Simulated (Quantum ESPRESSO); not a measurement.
# Mn3ZnN: where do free moments turn?

Aim: see whether a non-collinear arrangement of the moments of Mn3ZnN lies under the collinear ones.

Program: Quantum ESPRESSO 7.5. Level of theory: LDA; plane waves with GBRV 1.5 LDA potentials, no spin-orbit coupling. Results are calculated unless marked as measured.

### Step 1. Starting point

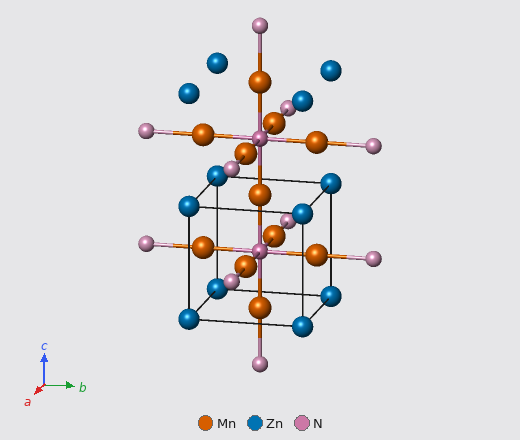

The cell as given, slightly off an axis (manganese orange, zinc blue, nitrogen pink). 1×1×2 cells are drawn. Some periodic images of atoms are drawn too.

Structure file:

```cif
data_structure
_symmetry_space_group_name_H-M 'P 1'
_symmetry_Int_Tables_number 1
_cell_length_a 3.9020
_cell_length_b 3.9020
_cell_length_c 3.9020
_cell_angle_alpha 90.000
_cell_angle_beta 90.000
_cell_angle_gamma 90.000
_cell_volume 59.41
loop_
_atom_site_label
_atom_site_type_symbol
_atom_site_fract_x
_atom_site_fract_y
_atom_site_fract_z
_atom_site_occupancy
Mn1 Mn 0.00000 0.50000 0.50000 1
Mn2 Mn 0.50000 0.00000 0.50000 1
Mn3 Mn 0.50000 0.50000 0.00000 1
Zn4 Zn 0.00000 0.00000 0.00000 1
N5 N 0.50000 0.50000 0.50000 1
```

The cell comes from the Crystallography Open Database.

### Step 2. Start 1: collinear parallel

pw.in reads:

```
&CONTROL
  calculation = 'scf'
  prefix = 'pwscf'
  outdir = './tmp'
  pseudo_dir = './pseudo'
  disk_io = 'nowf'
/
&SYSTEM
  ibrav = 0
  celldm(1) = 8
  nat = 5
  ntyp = 3
  ecutwfc = 34
  ecutrho = 238
  nbnd = 90
  occupations = 'smearing'
  smearing = 'fd'
  degauss = 0.00734986
  noncolin = .true.
  starting_magnetization(1) = 0.2333
  angle1(1) = 0
  angle2(1) = 0
  starting_magnetization(2) = 0
  starting_magnetization(3) = 0
/
&ELECTRONS
  conv_thr = 1d-08
  electron_maxstep = 150
  mixing_beta = 0.3
/
ATOMIC_SPECIES
Mn     54.9380 mn_lda_v1.5.uspp.F.UPF
Zn     65.3800 zn_lda_v1.uspp.F.UPF
N      14.0070 n_lda_v1.2.uspp.F.UPF
CELL_PARAMETERS alat
   0.9217139172862    0.0000000000000    0.0000000000000
   0.0000000000000    0.9217139172862    0.0000000000000
   0.0000000000000    0.0000000000000    0.9217139172862
ATOMIC_POSITIONS crystal
Mn      0.0000000000    0.5000000000    0.5000000000
Mn      0.5000000000    0.0000000000    0.5000000000
Mn      0.5000000000    0.5000000000    0.0000000000
Zn      0.0000000000    0.0000000000    0.0000000000
N       0.5000000000    0.5000000000    0.5000000000
K_POINTS automatic
5 5 5 0 0 0
```

The run is started by

```
> OMP_NUM_THREADS=1 mpirun -n 8 pw.x -nk 8 -in pw.in > pw.out
```

The program printed:

```text
Program PWSCF v.7.5 starts

     Message from routine setup:
     using ibrav=0 with symmetry is DISCOURAGED, use correct ibrav instead

     K-points division:     npool     =       8
     Subspace diagonalization in iterative solution of the eigenvalue problem:

     bravais-lattice index     =            0
     lattice parameter (alat)  =       8.0000  a.u.
     unit-cell volume          =     400.9206 (a.u.)^3
     number of atoms/cell      =            5
     number of atomic types    =            3
     number of electrons       =        70.00
     number of Kohn-Sham states=           90
     kinetic-energy cutoff     =      34.0000  Ry
     charge density cutoff     =     238.0000  Ry
     scf convergence threshold =      1.0E-08
     mixing beta               =       0.3000
     number of iterations used =            8  plain     mixing
     Exchange-correlation= SLA  PZ   NOGX NOGC
                           (   1   1   0   0   0   0   0)
     Noncollinear calculation without spin-orbit

     celldm(1)=   8.000000  celldm(2)=   0.000000  celldm(3)=   0.000000
     celldm(4)=   0.000000  celldm(5)=   0.000000  celldm(6)=   0.000000

     crystal axes: (cart. coord. in units of alat)
               a(1) = (   0.921714   0.000000   0.000000 )
               a(2) = (   0.000000   0.921714   0.000000 )
               a(3) = (   0.000000   0.000000   0.921714 )

     reciprocal axes: (cart. coord. in units 2 pi/alat)
               b(1) = (  1.084935  0.000000  0.000000 )
               b(2) = (  0.000000  1.084935  0.000000 )
               b(3) = (  0.000000  0.000000  1.084935 )

     PseudoPot. # 1 for Mn read from file:
     mn_lda_v1.5.uspp.F.UPF
     Pseudo is Ultrasoft + core correction, Zval = 15.0

     PseudoPot. # 2 for Zn read from file:
     zn_lda_v1.uspp.F.UPF
     Pseudo is Ultrasoft, Zval = 20.0

     PseudoPot. # 3 for N  read from file:
     n_lda_v1.2.uspp.F.UPF
     Pseudo is Ultrasoft + core correction, Zval =  5.0

     atomic species   valence    mass     pseudopotential
     Mn               15.00    54.93800     Mn( 1.00)
     Zn               20.00    65.38000     Zn( 1.00)
     N                 5.00    14.00700     N ( 1.00)

     16 Sym. Ops., with inversion, found

   Cartesian axes

     site n.     atom                  positions (alat units)
         1        Mn     tau(   1) = (   0.0000000   0.4608570   0.4608570  )
         2        Mn     tau(   2) = (   0.4608570   0.0000000   0.4608570  )
         3        Mn     tau(   3) = (   0.4608570   0.4608570   0.0000000  )
         4        Zn     tau(   4) = (   0.0000000   0.0000000   0.0000000  )
         5        N      tau(   5) = (   0.4608570   0.4608570   0.4608570  )

     number of k points=    18  Fermi-Dirac smearing, width (Ry)=  0.0073
                       cart. coord. in units 2pi/alat
        k(    1) = (   0.0000000   0.0000000   0.0000000), wk =   0.0080000
        k(    2) = (   0.0000000   0.0000000   0.2169871), wk =   0.0160000
        k(    3) = (   0.0000000   0.0000000   0.4339741), wk =   0.0160000
        k(    4) = (   0.0000000   0.2169871   0.2169871), wk =   0.0640000
        k(    5) = (   0.0000000   0.2169871   0.4339741), wk =   0.0640000
        [... 13 further k-points ...]

     Dense  grid:    24837 G-vectors     FFT dimensions: (  40,  40,  40)

     Smooth grid:    10827 G-vectors     FFT dimensions: (  27,  27,  27)

     Check: negative core charge=   -0.000035
     Generating pointlists ...
     new r_m :   0.1901 (alat units)  1.5208 (a.u.) for type    1
     new r_m :   0.2688 (alat units)  2.1508 (a.u.) for type    2
     new r_m :   0.1901 (alat units)  1.5208 (a.u.) for type    3

     Initial potential from superposition of free atoms

     starting charge      68.4997, renormalised to      70.0000

 ==============================================================================
     atom number    1 relative position :    0.0000   0.4609   0.4609
     charge :    12.258915  (integrated on a sphere of radius 0.190)
     magnetization :          0.000000    0.000000    2.839669
     magnetization/charge:    0.000000    0.000000    0.231641
     polar coord.: r, theta, phi [deg] :     2.839669    0.000000  360.000000

 ==============================================================================

 ==============================================================================
     atom number    2 relative position :    0.4609   0.0000   0.4609
     charge :    12.258915  (integrated on a sphere of radius 0.190)
     magnetization :          0.000000    0.000000    2.839669
     magnetization/charge:    0.000000    0.000000    0.231641
     polar coord.: r, theta, phi [deg] :     2.839669    0.000000  360.000000

 ==============================================================================

 ==============================================================================
     atom number    3 relative position :    0.4609   0.4609   0.0000
     charge :    12.258915  (integrated on a sphere of radius 0.190)
     magnetization :          0.000000    0.000000    2.839669
     magnetization/charge:    0.000000    0.000000    0.231641
     polar coord.: r, theta, phi [deg] :     2.839669    0.000000  360.000000

 ==============================================================================

 ==============================================================================
     atom number    4 relative position :    0.0000   0.0000   0.0000
     charge :    19.462190  (integrated on a sphere of radius 0.269)
     magnetization :          0.000000    0.000000    0.084811
     magnetization/charge:    0.000000    0.000000    0.004358
     polar coord.: r, theta, phi [deg] :     0.084811    0.000000  360.000000

 ==============================================================================

 ==============================================================================
     atom number    5 relative position :    0.4609   0.4609   0.4609
     charge :     4.029195  (integrated on a sphere of radius 0.190)
     magnetization :          0.000000    0.000000    0.097238
     magnetization/charge:    0.000000    0.000000    0.024133
     polar coord.: r, theta, phi [deg] :     0.097238    0.000000  360.000000

 ==============================================================================
     Starting wfcs are  112 randomized atomic wfcs

     Self-consistent Calculation

     iteration #  1     ecut=    34.00 Ry     beta= 0.30
     Davidson diagonalization with overlap
     ethr =  1.00E-02,  avg # of iterations =  2.1

     total energy              =   -1107.03520925 Ry
     estimated scf accuracy    <      19.45973676 Ry

     total magnetization       =     0.00    -0.00     7.55 Bohr mag/cell
     absolute magnetization    =     7.75 Bohr mag/cell

     iteration #  2     ecut=    34.00 Ry     beta= 0.30
     Davidson diagonalization with overlap
     ethr =  1.00E-02,  avg # of iterations =  3.0

     total energy              =   -1114.62975933 Ry
     estimated scf accuracy    <       9.93781813 Ry

     total magnetization       =     0.00     0.00     6.02 Bohr mag/cell
     absolute magnetization    =     6.43 Bohr mag/cell

     [... further iterations left out ...]

     iteration # 20     ecut=    34.00 Ry     beta= 0.30
     Davidson diagonalization with overlap
     ethr =  7.01E-11,  avg # of iterations =  2.7

     total energy              =   -1115.01163138 Ry
     estimated scf accuracy    <       0.00000002 Ry

     total magnetization       =    -0.00    -0.00     5.69 Bohr mag/cell
     absolute magnetization    =     6.21 Bohr mag/cell

     iteration # 21     ecut=    34.00 Ry     beta= 0.30
     Davidson diagonalization with overlap
     ethr =  2.68E-11,  avg # of iterations =  2.8

 ==============================================================================
     atom number    1 relative position :    0.0000   0.4609   0.4609
     charge :    12.012906  (integrated on a sphere of radius 0.190)
     magnetization :         -0.000000   -0.000000    1.717399
     magnetization/charge:   -0.000000   -0.000000    0.142963
     polar coord.: r, theta, phi [deg] :     1.717399    0.000000  360.000000

 ==============================================================================

 ==============================================================================
     atom number    2 relative position :    0.4609   0.0000   0.4609
     charge :    12.012906  (integrated on a sphere of radius 0.190)
     magnetization :          0.000000    0.000000    1.717399
     magnetization/charge:    0.000000    0.000000    0.142963
     polar coord.: r, theta, phi [deg] :     1.717399    0.000000  360.000000

 ==============================================================================

 ==============================================================================
     atom number    3 relative position :    0.4609   0.4609   0.0000
     charge :    12.012894  (integrated on a sphere of radius 0.190)
     magnetization :         -0.000000    0.000000    1.715298
     magnetization/charge:   -0.000000    0.000000    0.142788
     polar coord.: r, theta, phi [deg] :     1.715298    0.000000  360.000000

 ==============================================================================

 ==============================================================================
     atom number    4 relative position :    0.0000   0.0000   0.0000
     charge :    18.938190  (integrated on a sphere of radius 0.269)
     magnetization :         -0.000000   -0.000000   -0.060398
     magnetization/charge:   -0.000000   -0.000000   -0.003189
     polar coord.: r, theta, phi [deg] :     0.060398  180.000000  360.000000

 ==============================================================================

 ==============================================================================
     atom number    5 relative position :    0.4609   0.4609   0.4609
     charge :     4.263546  (integrated on a sphere of radius 0.190)
     magnetization :          0.000000    0.000000   -0.114876
     magnetization/charge:    0.000000    0.000000   -0.026944
     polar coord.: r, theta, phi [deg] :     0.114876  180.000000  360.000000

 ==============================================================================

     End of self-consistent calculation

     [... lines left out ...]
     the Fermi energy is    15.0962 ev

!    total energy              =   -1115.01163140 Ry
     estimated scf accuracy    <          6.8E-09 Ry
     smearing contrib. (-TS)   =      -0.01435450 Ry
     internal energy E=F+TS    =   -1114.99727690 Ry

     The total energy is F=E-TS. E is the sum of the following terms:
     one-electron contribution =    -646.45241185 Ry
     hartree contribution      =     356.62134180 Ry
     xc contribution           =    -125.44709033 Ry
     ewald contribution        =    -699.71911652 Ry

     total magnetization       =    -0.00    -0.00     5.69 Bohr mag/cell
     absolute magnetization    =     6.21 Bohr mag/cell

     convergence has been achieved in  21 iterations

=------------------------------------------------------------------------------=
   JOB DONE.
=------------------------------------------------------------------------------=
```

Elapsed: 55 s, on 8 MPI ranks of Arm Neoverse N1, shared host; peak memory 0.84 GiB; 7.3 min of CPU time.

Spin moment in the atom's sphere by atom:

```csv
atom,x (μB),y (μB),z (μB),size
Mn1,0.00,0.00,1.72,1.72
Mn2,0.00,0.00,1.72,1.72
Mn3,0.00,0.00,1.72,1.72
Zn4,0.00,0.00,-0.06,0.06
N5,0.00,0.00,-0.11,0.11
```

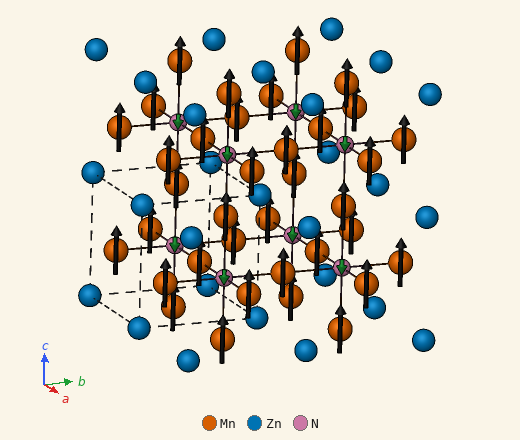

Spin moment in the atom's sphere as arrows, the longest 1.72 μB. Each arrow also spans its atom, so small moments look longer than they are. The two directions have two colours. 2×2×2 cells are drawn. Some periodic images of atoms are drawn too.

This step gave:

* smearing term TS: 0.1953 eV
* magnetization: 0, 0, 5.694 μB
* absolute magnetization: 6.212 μB
* final state: ferromagnetic

### Step 3. Start 2: 120 degrees in the xy plane

pw.in reads:

```
&CONTROL
  calculation = 'scf'
  prefix = 'pwscf'
  outdir = './tmp'
  pseudo_dir = './pseudo'
  disk_io = 'nowf'
/
&SYSTEM
  ibrav = 0
  celldm(1) = 8
  nat = 5
  ntyp = 5
  ecutwfc = 34
  ecutrho = 238
  nbnd = 90
  occupations = 'smearing'
  smearing = 'fd'
  degauss = 0.00734986
  noncolin = .true.
  starting_magnetization(1) = 0.2333
  angle1(1) = 90
  angle2(1) = 0
  starting_magnetization(2) = 0.2333
  angle1(2) = 90
  angle2(2) = 120
  starting_magnetization(3) = 0.2333
  angle1(3) = 90
  angle2(3) = -120
  starting_magnetization(4) = 0
  starting_magnetization(5) = 0
/
&ELECTRONS
  conv_thr = 1d-08
  electron_maxstep = 150
  mixing_beta = 0.3
/
ATOMIC_SPECIES
Mn1    54.9380 mn_lda_v1.5.uspp.F.UPF
Mn2    54.9380 mn_lda_v1.5.uspp.F.UPF
Mn3    54.9380 mn_lda_v1.5.uspp.F.UPF
Zn     65.3800 zn_lda_v1.uspp.F.UPF
N      14.0070 n_lda_v1.2.uspp.F.UPF
CELL_PARAMETERS alat
   0.9217139172862    0.0000000000000    0.0000000000000
   0.0000000000000    0.9217139172862    0.0000000000000
   0.0000000000000    0.0000000000000    0.9217139172862
ATOMIC_POSITIONS crystal
Mn1     0.0000000000    0.5000000000    0.5000000000
Mn2     0.5000000000    0.0000000000    0.5000000000
Mn3     0.5000000000    0.5000000000    0.0000000000
Zn      0.0000000000    0.0000000000    0.0000000000
N       0.5000000000    0.5000000000    0.5000000000
K_POINTS automatic
5 5 5 0 0 0
```

The program printed:

```text
     [... lines left out ...]
Program PWSCF v.7.5 starts
     [... lines left out ...]
     number of atoms/cell      =            5
     [... lines left out ...]
     number of electrons       =        70.00
     number of Kohn-Sham states=           90
     kinetic-energy cutoff     =      34.0000  Ry
     charge density cutoff     =     238.0000  Ry
     scf convergence threshold =      1.0E-08
     [... lines left out ...]
     Noncollinear calculation without spin-orbit
     [... lines left out ...]
      4 Sym. Ops., with inversion, found
     [... lines left out ...]
     number of k points=    39  Fermi-Dirac smearing, width (Ry)=  0.0073
     [... lines left out ...]
     iteration # 19     ecut=    34.00 Ry     beta= 0.30
     [... lines left out ...]
     atom number    1 relative position :    0.0000   0.4609   0.4609
     [... lines left out ...]
     magnetization :          2.096902    0.000095   -0.000000
     [... lines left out ...]
     atom number    2 relative position :    0.4609   0.0000   0.4609
     [... lines left out ...]
     magnetization :         -1.048557    1.815824    0.000000
     [... lines left out ...]
     atom number    3 relative position :    0.4609   0.4609   0.0000
     [... lines left out ...]
     magnetization :         -1.048507   -1.815853    0.000000
     [... lines left out ...]
     atom number    4 relative position :    0.0000   0.0000   0.0000
     [... lines left out ...]
     magnetization :          0.000004   -0.000001   -0.000000
     [... lines left out ...]
     atom number    5 relative position :    0.4609   0.4609   0.4609
     [... lines left out ...]
     magnetization :          0.000003   -0.000001   -0.000000
     [... lines left out ...]
     the Fermi energy is    15.1484 ev
!    total energy              =   -1115.02667497 Ry
     estimated scf accuracy    <          7.3E-09 Ry
     smearing contrib. (-TS)   =      -0.00870321 Ry
     [... lines left out ...]
     total magnetization       =    -0.00     0.00     0.00 Bohr mag/cell
     absolute magnetization    =     7.69 Bohr mag/cell
     convergence has been achieved in  19 iterations
```

Run time: 85 s. Hardware: 8 MPI ranks; peak memory 0.96 GiB; 11 min of CPU time.

Spin moment in the atom's sphere by atom:

```csv
atom,x (μB),y (μB),z (μB),size
Mn1,2.10,0.00,0.00,2.10
Mn2,-1.05,1.82,0.00,2.10
Mn3,-1.05,-1.82,0.00,2.10
Zn4,0.00,0.00,0.00,0.00
N5,0.00,0.00,0.00,0.00
```

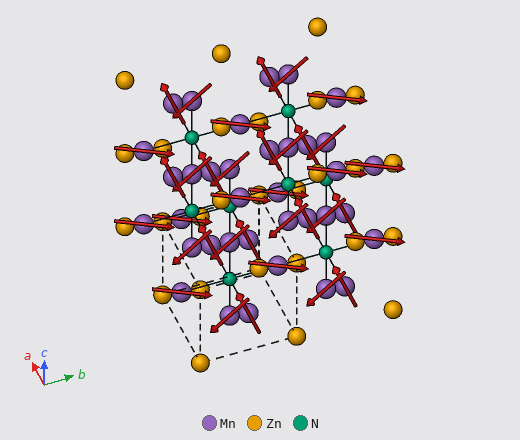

Spin moment in the atom's sphere as arrows, the longest 2.10 μB. 2×2×2 cells are drawn. Some periodic images of atoms are drawn too.

This step gave:

```yaml
smearing_term_ts: 0.1184 eV
magnetization: 0, 0, 0 μB
absolute_magnetization: 7.695 μB
final_state: non-collinear
```

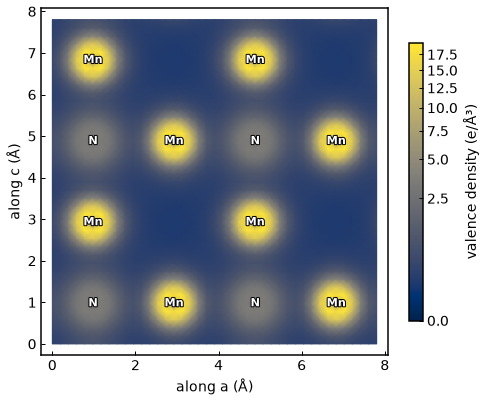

Valence density in the ac plane at fractional y = 0.500, with atoms of Mn and N within 0.2 Å of it. It is the smooth field of the valence electrons, not physical close to the nuclei. The map starts off the cell's origin, so that atoms lie inside it. The colour scale is stretched toward low values.

[end of part 1 of 2]

[Logs and program files are shortened in this print: banners, set-up blocks, solver, clock and traceback lines can be left out without a mark of their own.]

[Logs are printed without paths, hosts, clocks, repeated set-up lines and the standing remarks that a program may print on its own settings, such as how far it seeks lower states.]

[Hosts, paths, dates, database ids (printed as entryN), source tags and the programs' standing remarks are cut or masked in the printed files.]

[Where a cell is said to come from a database of computed structures, the database is the Materials Project.]
